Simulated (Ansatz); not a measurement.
# Convergence study of zone-centre phonons against the mesh for TiAl (P4/mmm, 2 atoms in the cell)

```
TiAl
1.0
    2.84415     0.00000     0.00000
    0.00000     2.84415     0.00000
    0.00000     0.00000     4.09035
Ti Al
1 1
Cartesian
  0.00000   0.00000   0.00000
  1.42207   1.42207   2.04517
```

Method of the run: PBE, PAW files (plane waves; Ansatz, a first-principles code).

Base settings: basis.ecutwfc = 420 eV; kpoints.mp_grid.grid = 12 12 8; hamiltonian.xc = pbe; hamiltonian.pseudopotentials = {kind: paw} (the program's default PAW files); scf.occupations.method = gaussian; scf.occupations.width = 0.1 eV.

In this ladder: phonons.method = dfpt.

Frequencies are those of the unrelaxed cell, without the LO-TO term of polar crystals.

Only quantities that move along the ladder and can be compared are tabulated.

Core times come from one kind of shared machine, to one figure; runs under 30 s give none.

The starting cell has typed, rounded lattice constants, without a prior relaxation at this level. Its lattice was rescaled by up to half a per cent. Spin polarisation is off.

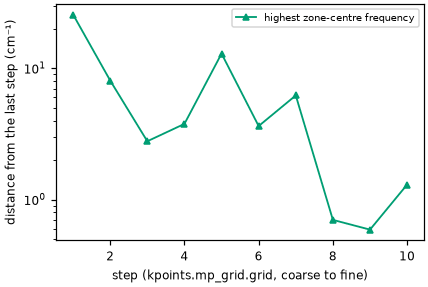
Figure: Distance from the last step along the ladder; very small values are drawn at a floor.

```tsv
kpoints.mp_grid.grid	highest zone-centre frequency (cm⁻¹)	core time / last (rough)
3 3 2	261.8	–
4 4 3	295.5	–
5 5 4	284.6	–
6 6 4	291.2	–
7 7 5	300.4	–
9 9 6	283.8	–
11 11 8	293.6	–
14 14 10	288.1	0.1
17 17 12	288.0	0.2
21 21 15	288.7	0.3
26 26 18	287.4	1
```

Coarsest kpoints.mp_grid.grid that holds the highest zone-centre frequency within 5 cm⁻¹ of the last step, with all finer ones: 14 14 10, at about 0.1 of the last step's time; the step before is off by 6.2 cm⁻¹.

Keys are those of Ansatz 0.2.
